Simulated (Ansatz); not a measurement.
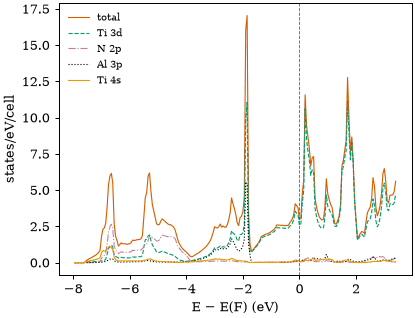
*Total and projected density of states of Ti$_{3}$AlN (anti-perovskite, Pm-3m), the program Ansatz at the PBEsol level (PAW)*

Q: Which orbitals carry the states next to the Fermi level?

A: Within 0.5 eV of the Fermi level: Ti 3d 89 %. Projections are on Löwdin-orthogonalised atomic valence shells; empty p or d shells of many metals are not among them.

Q: Where is the tallest occupied peak in this window, and what makes it?

A: Near -1.8 eV, about 17 states/eV per cell; the largest projected share is Ti 3d.

The first step of the workflow began from a Materials Project structure, measured or hypothetical; the Crystallography Open Database copy checked does not list it. Whether it is the stable phase at ambient conditions was not checked. The PBEsol relaxation kept the symmetry of its start; of distortions, only those at the zone centre were tested. No spin polarisation was allowed.

Potentials: the later of the program's two PAW sets.
